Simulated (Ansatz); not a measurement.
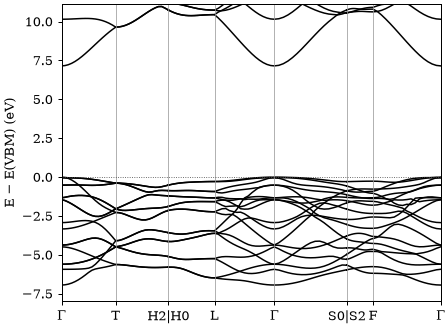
Figure: Band structure from DFT-r²SCAN in the program Ansatz with PAW potentials

Problem. Read off the gap and where the band edges lie.

Solution. About 7.1 eV (7.15 eV by a search for the band edges); maximum at Γ, minimum at Γ.

The material is Al$_{2}$O$_{3}$ (corundum, R-3c).

The r²SCAN relaxation kept the symmetry of its start; phonons on a q-mesh show no instability.

Potentials: the earlier of the program's two PAW sets.
